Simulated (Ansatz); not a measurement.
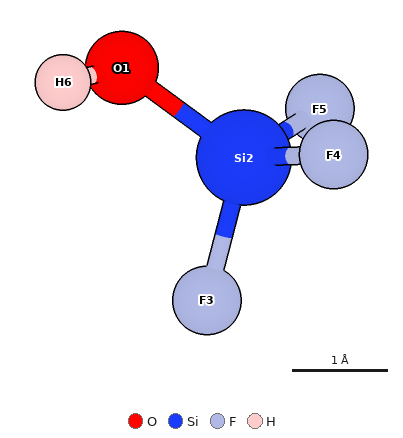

Figure 1. The input geometry (ball-and-stick view, seen at a tilt; atoms are numbered from 1 in the order of the input). Bond lengths as drawn: F–Si 1.56 to 1.57 Å, H–O 0.96 Å and O–Si 1.60 Å.

Single-point calculation of SiHOF3

The run: single-point calculation of SiHOF3, SMILES O[Si](F)(F)F. Method and program: RKS wB97M-V/def2-TZVPP (Ansatz 0.2.0).

The geometry comes from this level: PBE0-D4/def2-TZVP. Figures and captions count atoms from 1; the log counts them from 0 in places.

The program's output
```
Functional definition: wB97M-V
  name "wB97M-V"
  cite "Mardirossian & Head-Gordon, J. Chem. Phys. 144, 214110 (2016) doi:10.1063/1.4952647"
  cite "Becke, J. Chem. Phys. 107, 8554 (1997) doi:10.1063/1.475007"
  cite "Vydrov & Van Voorhis, J. Chem. Phys. 133, 244103 (2010) doi:10.1063/1.3521275"
  # Of w^i u^j: cxij and so on, Table III.
  parameter omega = 0.3/bohr
  parameter cx = 0.15
  parameter cx01 = 1.007
  parameter cx10 = 0.259
  parameter css00 = 0.443
  parameter css04 = -1.437
  parameter css10 = -4.535
  parameter css20 = -3.390
  parameter css43 = 4.278
  parameter cos00 = 1.000
  parameter cos10 = 1.358
  parameter cos20 = 2.924
  parameter cos21 = -8.812
  parameter cos60 = -1.390
  parameter cos61 = 9.142
  parameter b = 6.0
  parameter c = 0.01
  gx(w, u) = 1 - cx + cx01*u + cx10*w
  gss(w, u) = css00 + css04*u^4 + css10*w + css20*w^2 + css43*w^4*u^3
  gos(w, u) = cos00 + cos10*w + (cos20 + cos21*u)*w^2 + (cos60 + cos61*u)*w^6
  exchange = spin_sum(e_x_unif_sr(omega)*gx(b97_w, b97_u_x)) + cx*exact_x_sr(omega) + exact_x_lr(omega)
  correlation = spin_sum(e_c_pw_mod_same_spin*gss(b97_w, b97_u_same))
      + integral(e_c_pw_mod_opposite_spin*gos(b97_w_opposite, b97_u_opposite)) + vv10(b, c)
969 factors; their error is unknown
181 factors; integrals over basis functions are off by at most 6.3e-6 eV
mean field evaluation 1: about -18095.3280 eV, gradient 6.3e1 eV
mean field evaluation 2: about -18095.2114 eV, gradient 6.7e1 eV
mean field evaluation 4: about -18100.9366 eV, gradient 1.3e0 eV
mean field evaluation 8: about -18100.9682 eV, gradient 2.2e-2 eV
mean field -18100.96815882 eV, -665.1983105596 hartree, gradient 2.0e-5 eV, S^2 0.000000; 0 other end points of the search recorded, 0 dependent functions left out
the calculation of the forces begins
reference -18100.96819481 eV, -665.1983118825 hartree; 25, 25 occupied and 155, 155 virtual orbitals, 969 factors
Total energy: -18100.96819481 eV, -665.1983118825 hartree
Atom 0 at    -0.219787     0.531710     1.122367 Å, force    -0.083693     0.038941     0.122711 eV/Å
Atom 1 at     0.217851    -0.093366    -0.288655 Å, force    -0.010087     0.011804     0.027808 eV/Å
Atom 2 at    -0.639065     0.464289    -1.482854 Å, force    -0.097200     0.064351    -0.129085 eV/Å
Atom 3 at     0.075550    -1.658655    -0.320696 Å, force    -0.017261    -0.173102     0.000846 eV/Å
Atom 4 at     1.718478     0.281147    -0.527359 Å, force     0.178580     0.044874    -0.027882 eV/Å
Atom 5 at    -1.111026     0.410876     1.450996 Å, force     0.029661     0.013132     0.005602 eV/Å
Dipole moment:    -0.361233     0.019909     0.258958 e Å
```

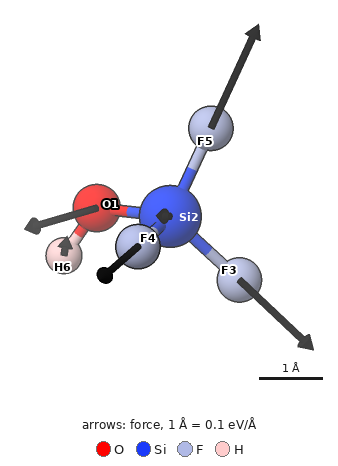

Figure 2. Forces on the atoms as black arrows (ball-and-stick view, seen at a tilt; atoms are numbered from 1 in the order of the input). The largest act on F5 (0.19 eV/Å); F3, F4 (0.17 eV/Å); O1 (0.15 eV/Å). The geometry is not a stationary point of this energy.

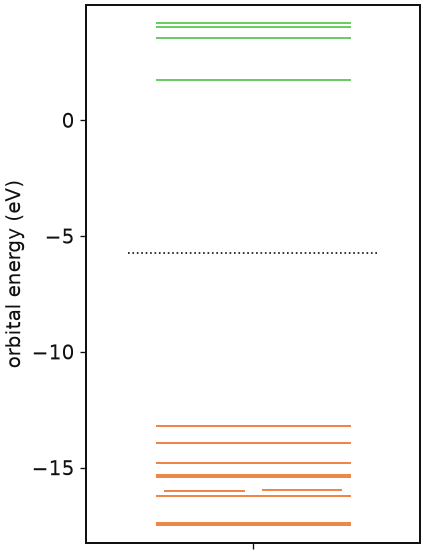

Figure 3. Orbital energies near the frontier; the dotted line parts filled from empty levels, and levels within 0.02 eV of each other stand side by side. Highest filled −13.20 eV, lowest empty 1.72 eV, 14.92 eV apart.

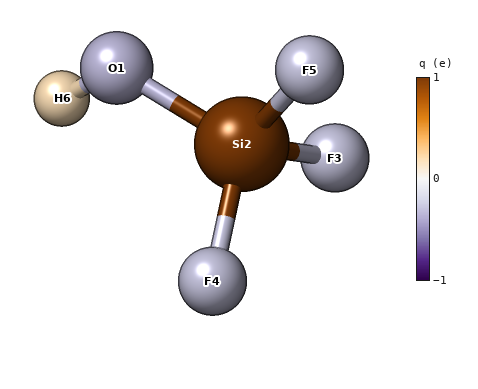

Figure 4. Mulliken charges, as the colour of each atom (ball-and-stick view, seen at a tilt; atoms are numbered from 1 in the order of the input). By element: O −0.34, Si +0.99, F −0.28 and H +0.19 e.

The run was set up as follows.

The input
```yaml
crystal:
  periodic: [false, false, false]
  atoms:
    - {symbol: O, position_ang: [-0.219787, 0.531710, 1.122367]}
    - {symbol: Si, position_ang: [0.217851, -0.093366, -0.288655]}
    - {symbol: F, position_ang: [-0.639065, 0.464289, -1.482854]}
    - {symbol: F, position_ang: [0.075550, -1.658655, -0.320696]}
    - {symbol: F, position_ang: [1.718478, 0.281147, -0.527359]}
    - {symbol: H, position_ang: [-1.111026, 0.410876, 1.450996]}
basis:
  gaussian: {orbitals: def2-TZVPP}
hamiltonian: {xc: {name: wB97M-V}}
output: {forces: true, orbitals: {seedname: orbitals}}
```

Key numbers

- outcome: converged
- total energy: −18100.9682 eV
- SCF solution under orbital rotations: stable
- HOMO: −13.20 eV
- LUMO: 1.72 eV
- largest force (length of the vector): 0.186 eV/Å
- dipole moment: 2.14 D
- hardware: 2 CPU threads, shared host
- wall time: 4.2 s (CPU time 8.1 s)
- peak memory: 0.48 GiB
